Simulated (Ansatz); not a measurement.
# Amorphous Si2O: valence band and core levels

Wanted: XPS lines and valence band of amorphous Si2O, from a random start taken through short hot and cool dynamics.

Main program and level: Ansatz 0.2.0; DFT, PBEsol, plane-wave PAW, default files, scalar-relativistic.

**1. Set-up**

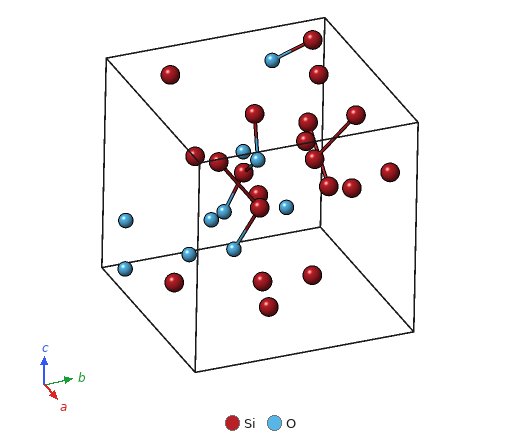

The cell as given, slightly off an axis (silicon red, oxygen blue). Bonds to atoms that aren't drawn are left out.

The cell holds 30 atoms: 20 Si and 10 O. Cell: a = 8.167 Å, b = 8.167 Å, c = 8.167 Å, α = 90.0°, β = 90.0°, γ = 90.0°. How the cell was made: glass; density 2.2 g/cm³; hottest run set to 3200 K; random start, relaxed, three short dynamics runs, relaxed.

**2. Relaxation**

Random starting positions are first pushed apart, with loose settings.

Contents of input.yaml:

```yaml
crystal:
  lattice:
    - [8.1669974226, 0.0, 0.0]
    - [0.0, 8.1669974226, 0.0]
    - [0.0, 0.0, 8.1669974226]
  atoms:
    - { symbol: Si, position: [0.9430561056, 0.5113275528, 0.9762437057] }
    - { symbol: Si, position: [0.0808360239, 0.607355832, 0.3764865844] }
    - { symbol: Si, position: [0.801901207, 0.1745278161, 0.8716352742] }
    - { symbol: Si, position: [0.5439414008, 0.9022150797, 0.4771535238] }
    - { symbol: Si, position: [0.4304962777, 0.7889467175, 0.9841529999] }
    - { symbol: Si, position: [0.1776925858, 0.6088516168, 0.7048647456] }
    - { symbol: Si, position: [0.4978675988, 0.493619834, 0.5002261893] }
    - { symbol: Si, position: [0.9585822861, 0.3499373998, 0.2237711468] }
    - { symbol: Si, position: [0.1707298194, 0.2213516599, 0.9625074113] }
    - { symbol: Si, position: [0.0419680372, 0.9150572012, 0.5371708512] }
    - { symbol: Si, position: [0.7877274985, 0.6217780654, 0.2375048176] }
    - { symbol: Si, position: [0.6171147571, 0.0633796207, 0.225141601] }
    - { symbol: Si, position: [0.1129725553, 0.8969057816, 0.9697327317] }
    - { symbol: Si, position: [0.8331636567, 0.3537918636, 0.633914728] }
    - { symbol: Si, position: [0.7857538492, 0.9700710402, 0.6597066845] }
    - { symbol: Si, position: [0.2463094556, 0.9265030624, 0.3314017689] }
    - { symbol: Si, position: [0.5062684626, 0.5172032243, 0.0867779257] }
    - { symbol: Si, position: [0.4622649188, 0.214759626, 0.7208838079] }
    - { symbol: Si, position: [0.6384341097, 0.6865395696, 0.7042036762] }
    - { symbol: Si, position: [0.7484224066, 0.8243667324, 0.9426460282] }
    - { symbol: O, position: [0.3741681347, 0.6780379319, 0.3434541635] }
    - { symbol: O, position: [0.6464457188, 0.3548531501, 0.8081200401] }
    - { symbol: O, position: [0.3623708588, 0.3392927773, 0.3435721424] }
    - { symbol: O, position: [0.2619984987, 0.5909555308, 0.5302835128] }
    - { symbol: O, position: [0.0842516344, 0.5191340233, 0.2079205127] }
    - { symbol: O, position: [0.2096611339, 0.0152209336, 0.0956399468] }
    - { symbol: O, position: [0.827091881, 0.0370481005, 0.4689729235] }
    - { symbol: O, position: [0.1019211513, 0.0607408977, 0.2637917257] }
    - { symbol: O, position: [0.0223040514, 0.7528849257, 0.8544561314] }
    - { symbol: O, position: [0.7673539551, 0.2682512698, 0.4194953394] }
kpoints:
  mp_grid: { grid: [1, 1, 1] }
scf:
  occupations: { method: fermi_dirac, width: 0.1 }
  n_extra_bands: 21
hamiltonian:
  xc: pbesol
  pseudopotentials: { kind: paw }
output:
  forces: true
basis:
  ecutwfc: 320
relax:
  f_tol: 0.2
  max_steps: 25
```

Started as:

```bash
$ ansatz run input.yaml --threads 3 --pin off --max-ram 8192MiB --backend cpu --events-out ev --progress --plain --runs-dir out
```

Numbers of over 12 decimals in the logs are rounded to 6 here.

What it wrote:

```text
Warning: basis.ecutwfc = 320 eV is below the records' recommended 420 eV, and the density's cutoff is lower with it unless basis.ecutrho_ratio is high enough to keep the records' density cutoff: compare with a run at a higher cutoff
scf.n_extra_bands = 21 over 70 filled bands (N_el = 140.0): the run solves 91 bands
Engine: ansatz 0.2.0, x86_64-unknown-linux-gnu
Pseudopotentials: kind: paw
Pseudopotential: Si, paw, valence charge 4, recommended cutoff 420 eV (normal), Si.paw.azcp
Pseudopotential: O, paw, valence charge 6, recommended cutoff 420 eV (normal), O.paw.azcp
Functional definition: PBEsol
  exchange = pbesol_x
  correlation = pbesol_c
Crystal: 30 atoms, lattice volume = 544.737 Å³
Basis set: ecut = 320 eV, 7075 PW (Γ), exchange–correlation on 96×96×96 points (8 copies of the dense FFT grid, shifted against one another)
Bands: 91, of which v1, the nominal top of the filled ones, is band 70 counted from 1 (69 counted from 0)
Symmetry: 1 space group operations
Space group: P1 (ITA 1), of the structure as read, at distance tolerance 8.2e-5 Å
k-points: 1
Non-local potential: Si, projectors of the file, l = 0: 2, l = 1: 2, l = 2: 2
Non-local potential: O, projectors of the file, l = 0: 2, l = 1: 2, l = 2: 1
PAW form: soft (Blöchl's): semilocal exchange-correlation on the pseudo side does not see the compensation charge
PAW frozen core: Si, regenerated for the run's functional, and the local potential with it (the file was generated under x = pbe(κ = 0.804, μ = 0.219515), c = pbe(β = 0.066725))
PAW frozen core: O, regenerated for the run's functional, and the local potential with it (the file was generated under x = pbe(κ = 0.804, μ = 0.219515), c = pbe(β = 0.066725))
PAW one-centre angular grid: Si, 110 points (default); XC on 64 Gauss nodes
PAW one-centre angular grid: O, 110 points (default); XC on 64 Gauss nodes
Initial density: superposition of atomic densities (neutral atoms: chi_scale 0, normalization atom), corrected by the library's trained network
Initial wavefunctions: pseudopotential atomic-orbital guess
Functional: x = pbesol(κ = 0.804, μ = 0.123457), c = pbesol(β = 0.046)
SCF iter   1: F=—  HF=-18000.955226 eV  |F-HF|=—  |Δ(HF+E_count)|=         —  Δρ=1.79e-2  dr2=1.48e0  ethr=1.77e-3  ⟨swp⟩=7.0  Hψ=415  notcnv=0
preconditioner: auto → Kerker (q_TF=auto, 2.175 Å⁻¹)  [metal: Δε(μ)=0.258 eV  Ē_g=6.870 eV  σ=0.100 eV  W_gap=0.44  n_scr=80 (ndim 8)  ℏωp=17.9 eV  f_vac=0.006  D(μ)=16.12/eV (n_scr^D=122)]
SCF iter   2: F=—  HF=-18000.705383 eV  |F-HF|=—  |Δ(HF+E_count)|=   2.50e-1  Δρ=7.16e-3  dr2=3.15e-1  ethr=1.06e-3  ⟨swp⟩=2.0  Hψ=119  notcnv=0
SCF iter   3: F=—  HF=-18000.647581 eV  |F-HF|=—  |Δ(HF+E_count)|=   5.78e-2  Δρ=1.38e-3  dr2=2.20e-2  ethr=2.25e-4  ⟨swp⟩=3.0  Hψ=169  notcnv=0
[...]
relax step   5: F+E_penalty+E_count = -18020.49068591 eV  Δ(F+E_penalty+E_count) = -3.590e0 eV  max|allowed force component| = 1.815e0 eV/Å  Δτ_max = 0.1953 Å  (8 SCF iters, dr2 threshold 1.00e-4 eV, accepted)
relax step  10: F+E_penalty+E_count = -18028.41841656 eV  Δ(F+E_penalty+E_count) = -9.134e-1 eV  max|allowed force component| = 8.789e-1 eV/Å  Δτ_max = 0.1952 Å  (6 SCF iters, dr2 threshold 1.00e-4 eV, accepted)
relax step  15: F+E_penalty+E_count = -18032.03931470 eV  Δ(F+E_penalty+E_count) = -6.760e-1 eV  max|allowed force component| = 5.040e-1 eV/Å  Δτ_max = 0.1953 Å  (7 SCF iters, dr2 threshold 1.00e-4 eV, accepted)
relax step  20: F+E_penalty+E_count = -18033.96876158 eV  Δ(F+E_penalty+E_count) = -2.546e-1 eV  max|allowed force component| = 4.979e-1 eV/Å  Δτ_max = 0.1908 Å  (6 SCF iters, dr2 threshold 9.67e-5 eV, accepted)
relax step  25: F+E_penalty+E_count = -18035.92396065 eV  Δ(F+E_penalty+E_count) = -5.162e-1 eV  max|allowed force component| = 5.794e-1 eV/Å  Δτ_max = 0.2000 Å  (11 SCF iters, accepted)
Step failed. What follows is not a result of the run: it is the report of the last solve that finished, which converged after 11 SCF iterations.
Free energy (F): -18035.923961 eV
Harris-Foulkes:  -18035.923961 eV  (|F-HF|=1.00e-9)
Internal energy: -18035.863123 eV  (E = F + TS)
E sigma→0 (E₀):  -18035.893542 eV
Entropy (-TS):   -0.060838 eV (-2.028 meV/atom)
Fermi energy:    5.074909 eV
--- Per-component energies (eV) ---
  E_band       = -371.435708
  E_kinetic    = 2599.467279
  E_local      = -7522.263946  (includes V_loc(G=0)·N_el)
  E_nonlocal   = 974.690079
  E_hartree    = 2927.575503
  E_xc         = -1826.959511
  E_vxc        = -1877.407899  (∫ρ·V_xc dr)
  E_paw        = -11495.818977  (= ΣΔE_a)
  E_vpaw       = -401.134587  (= ΣTr[D̂ρ^β])
  E_aug_tail   = 0.064382  (compensation charges beyond the density's cutoff)
  E_ewald      = -3693.602025
  E_core_change = 0.984092  (= ΣΔE_core)
  E_smearing   = -0.060838  (= −TS)
  E_closure    = 0.000000  (closes the sum)
  Σ components = -18035.923961   (vs F -18035.923961, Δ=0.00e0)
--- Forces (eV/Å), atoms counted from 1 ---
  atom   1  Si     0.01865271     0.00111931     0.02344914
  atom   2  Si     0.36407447    -0.16550880     0.41388784
  atom   3  Si    -0.10785121    -0.12761995     0.05735073
  atom   4  Si    -0.05664998     0.13498264    -0.06342113
  atom   5  Si     0.20826297    -0.16362534    -0.07610390
  atom   6  Si    -0.25067524    -0.17286042    -0.02180987
  atom   7  Si     0.39216255    -0.03373078    -0.01303814
  atom   8  Si    -0.03794477    -0.01910547     0.07694229
[...]
atom  27  O     -0.30043181     0.02244076    -0.05238865
  atom  28  O     -0.06413959     0.42071566     0.16295877
  atom  29  O     -0.03768517     0.36472607     0.07007869
  atom  30  O      0.25976959     0.01877657    -0.07395543
  max |Σ_I F_I| component: 1.27e-4 eV/Å
End of that report.
Error: geometry relaxation did not converge after 25 steps: max|allowed force component| = 5.79e-1 eV/Å (threshold 2.0e-1). Raise `relax.max_steps` over both its present limit and 25, loosen `relax.f_tol`, or start from a geometry closer to equilibrium. Where this run's directory can be resumed (`checkpoint.write`), a resume goes on for up to `relax.max_steps` more
```

It took 27 s on 3 threads of Intel Xeon at 2.80GHz (Skylake/Cascade Lake), shared host; peak memory 0.43 GiB.

The run stopped before the relaxation met all its tests.

The program's message: “Error: geometry relaxation did not converge after 25 steps: max|allowed force component| = 5.79e-1 eV/Å (threshold 2.0e-1). Raise `relax.max_steps` over both its present limit and 25, loosen `relax.f_ …”

[end of part 1 of 7]

[Logs are printed without paths, hosts, clocks, repeated set-up lines and the standing remarks that a program may print on its own settings, such as how far it seeks lower states.]

[Hosts, paths, dates, database ids (printed as entryN), source tags and the programs' standing remarks are cut or masked in the printed files.]

[Maps of the electrostatic potential energy from Ansatz leave out the sawtooth potential of an applied field or a dipole correction, so their vacuum need not be flat; work functions include it.]
